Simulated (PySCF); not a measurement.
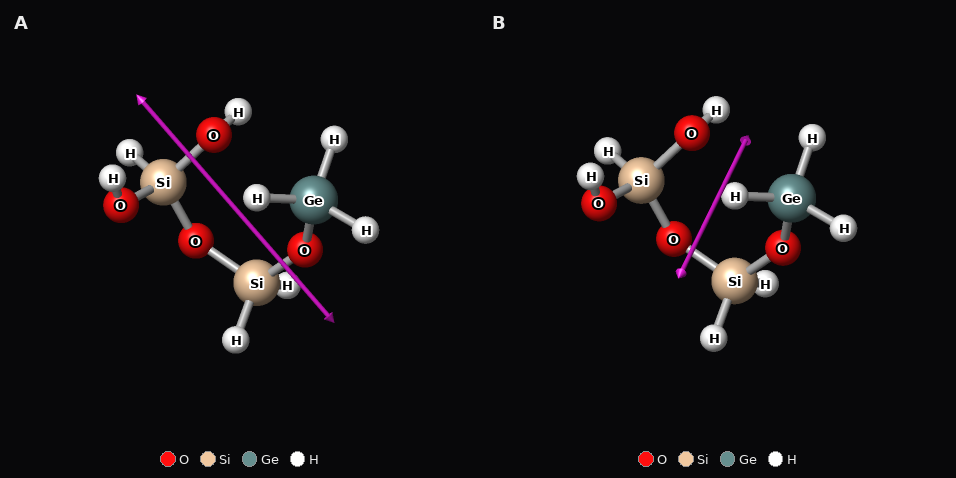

The double arrows show the directions of two transition dipoles from the ground state (lengths mean nothing). The geometry was computed by an optimisation with GFN2-xTB. No frequency run is at hand to confirm it as a minimum. Method: TDDFT B3LYP/def2-SVPD, vertical, gas phase, core orbitals frozen in the response (PySCF 2.14.0).

### One belongs to singlet state 2 and one to singlet state 4. Which is which?

A: state 4, 7.43 eV (167 nm), oscillator strength 0.041, mainly HOMO−1 → LUMO+1 (weight 0.74).
B: state 2, 7.05 eV (176 nm), oscillator strength 0.017, mainly HOMO → LUMO+1 (weight 0.76).

The geometry is semi-empirical. Around Ge, Si such bond lengths and angles can be off by a tenth of an ångström or more and by several degrees, and values that hang on the shape move with them.
